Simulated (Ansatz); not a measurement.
System: CClF2Ge (charge +1).

The calculation's input:

```
crystal:
  periodic: [false, false, false]
  atoms:
    - symbol: C
      position_ang: [-0.915338, 0.672133, -2.289436]
    - symbol: Cl
      position_ang: [-2.238720, 1.562872, -2.674794]
    - symbol: F
      position_ang: [-2.593071, -0.734469, -0.567781]
    - symbol: F
      position_ang: [0.150986, 1.006814, -2.898892]
    - symbol: Ge
      position_ang: [-0.883566, -1.069688, -0.776633]
basis:
  gaussian:
    orbitals: def2-TZVPD
total_charge: 1
hamiltonian:
  xc: {name: PBE0}
output:
  forces: true
  orbitals: {seedname: orbitals}
```

Launched as:

```sh
ansatz run input.yaml --threads 1 --pin off --max-ram 2610MiB --events-out events.jsonl --progress --plain --runs-dir runs
```

Geometry: PBE0-D3(BJ)/pcseg-1.

Computed with Ansatz 0.2.0, isolated molecule in a Gaussian basis; Kohn-Sham density functional theory, functional PBE0.

Predict the electron density and electron localisation function between the atoms.

Answer. C–F (1.27 Å): the density is about 2.8 e/Å³ at the midpoint; the ELF peaks at about 0.85 between the atoms; a polar covalent bond.
C–Cl (1.64 Å): ρ is about 1.8 e/Å³ halfway; the ELF peaks at about 0.90 between the atoms; a covalent bond.
Ge–F (1.75 Å): ρ at the midpoint is about 0.94 e/Å³; the ELF peaks at about 0.80 in the valence shell of F, 0.6 Å from its nucleus, and is about 0.20 at the midpoint.
C–Ge (2.31 Å): ρ at the midpoint is about 0.48 e/Å³; the ELF peaks at about 1 in the valence shell of C, 0.7 Å from its nucleus, and is about 0.70 at the midpoint.

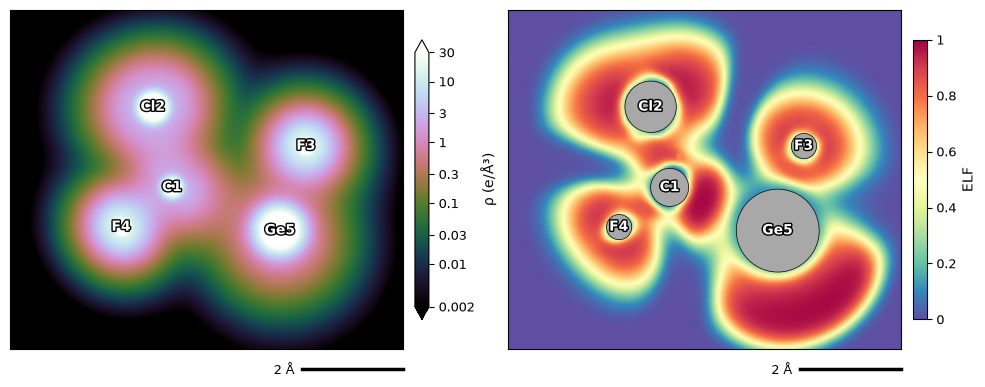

Computed electron density and electron localisation function on the molecular plane, in this order. Grey discs cover the atomic cores in the ELF map. 
